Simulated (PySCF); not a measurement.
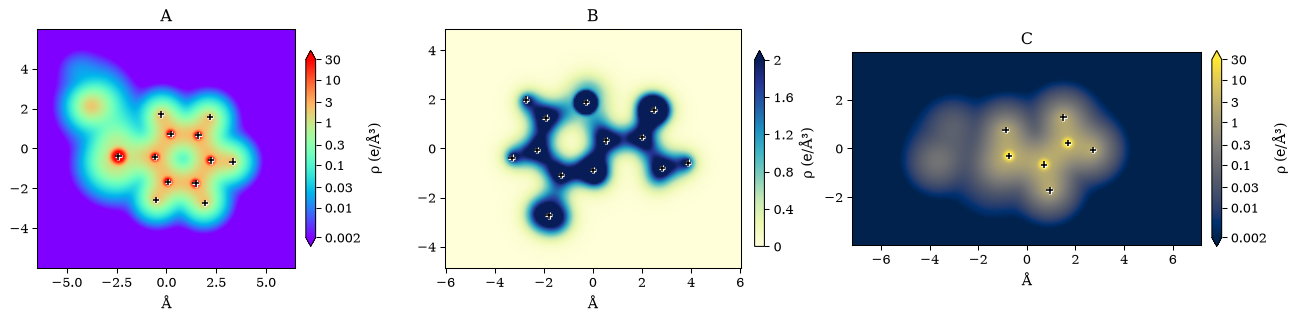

The total electron density of 3 systems, each on a plane through atoms (crosses mark nuclei in the plane).

Theory: PBE0/pcSseg-1, SCF density, gas phase, non-relativistic (PySCF).

System 1: C12H11P (Diphenylphosphane), the plane of atoms C10, C9 and H20. Geometry: PBE0-D3(BJ)/def2-SVP.

```xyz
24

C    -3.5472   -0.6271   -1.3380
C    -2.6092    0.3121   -1.7685
C    -1.5551    0.6820   -0.9383
C    -1.4122    0.1057    0.3324
P    -0.0672    0.6927    1.4356
C     1.4226    0.2934    0.4239
C     1.5320   -0.8697   -0.3512
C     2.6851   -1.1190   -1.0889
C     3.7436   -0.2082   -1.0644
C     3.6433    0.9531   -0.3026
C     2.4854    1.2032    0.4354
C    -2.3581   -0.8365    0.7545
C    -3.4202   -1.1983   -0.0737
H    -4.3759   -0.9138   -1.9898
H    -2.7020    0.7638   -2.7592
H    -0.8265    1.4208   -1.2844
H    -0.0485   -0.4606    2.2783
H     0.7013   -1.5798   -0.3807
H     2.7608   -2.0297   -1.6884
H     4.6476   -0.4055   -1.6457
H     4.4666    1.6715   -0.2846
H     2.4020    2.1180    1.0287
H    -2.2619   -1.3004    1.7401
H    -4.1476   -1.9378    0.2704
```

System 2: C7H13PS, the plane of atoms C3, C2 and H12. Geometry: GFN2-xTB.

```xyz
22

C     3.2822    0.7996   -0.4630
C     2.6444    0.2985    0.5795
C     1.5878   -0.7463    0.4903
P    -0.0660   -0.0265    0.9824
C    -0.3642    1.0092   -0.5378
C    -1.8248    1.4134   -0.6359
S    -2.8962    0.0073   -1.0748
C    -2.5884   -1.0462    0.3781
C    -1.1327   -1.4702    0.4754
H     3.0845    0.4578   -1.4664
H     4.0328    1.5643   -0.3597
H     2.8582    0.6597    1.5774
H     1.7937   -1.5552    1.1982
H     1.5264   -1.1603   -0.5200
H     0.2582    1.9054   -0.4522
H    -0.0624    0.4627   -1.4365
H    -1.9810    2.1444   -1.4296
H    -2.1870    1.8278    0.3074
H    -2.9023   -0.4925    1.2655
H    -3.2447   -1.9069    0.2457
H    -1.0318   -2.2450    1.2420
H    -0.7972   -1.8816   -0.4814
```

System 3: C6H5ClNOP, the plane of atoms C1, C2 and O3. Geometry: GFN2-xTB.

```xyz
15

C    -2.6452    0.3379   -0.2941
C    -1.7315   -0.7053    0.2611
O    -2.0907   -1.7513    0.7566
C    -0.2750   -0.4280    0.1955
N     0.1373    0.7030   -0.3409
C     1.4055    1.0074   -0.4292
Cl    1.7528    2.5320   -1.1626
C     2.4699    0.2182    0.0107
C     2.2523   -1.0038    0.6012
P     0.6856   -1.7315    0.8832
H    -2.3993    0.5065   -1.3400
H    -3.6816    0.0288   -0.1940
H    -2.4768    1.2748    0.2319
H     3.4751    0.5903   -0.1235
H     3.1170   -1.5711    0.9221
```

Q: Which map belongs to which system?

A: Panel A is system 1, C12H11P: the plane holds P, C and H. C–C (1.39 Å): ρ is about 2.1 e/Å³ halfway. Panel B is system 3, C6H5ClNOP: the plane holds C, O, N, Cl, P and H. C–O (1.21 Å): the density is about 3.3 e/Å³ at the midpoint. Panel C is system 2, C7H13PS: the plane holds C and H. C–C (1.32 Å): the density is about 2.3 e/Å³ at the midpoint.
